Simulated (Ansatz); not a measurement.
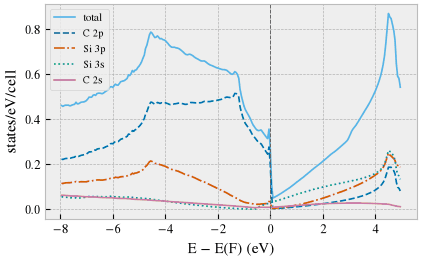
Figure: Total and projected density of states of SiC (rock salt, Fm-3m), r²SCAN in the plane-wave PAW code Ansatz

### Question
Which orbitals carry the states next to the Fermi level?

### Answer
Within 0.5 eV of the Fermi level: C 2p 71 %, Si 3s 14 %, Si 3p 8 %. Projections are on Löwdin-orthogonalised atomic valence shells; empty p or d shells of many metals are not among them.

### Question
Where is the tallest occupied peak in this window, and what makes it?

### Answer
Near -4.5 eV, about 0.79 states/eV per cell; the largest projected share is C 2p.

This is a known high-pressure phase of the composition, computed here at zero pressure and temperature. The cell was relaxed with r²SCAN under the symmetry of its start; whether a distortion lowers the energy is not shown. Its formation energy is positive at this level, so the cell may be metastable or incomplete.

Potentials: the earlier of the program's two PAW sets.
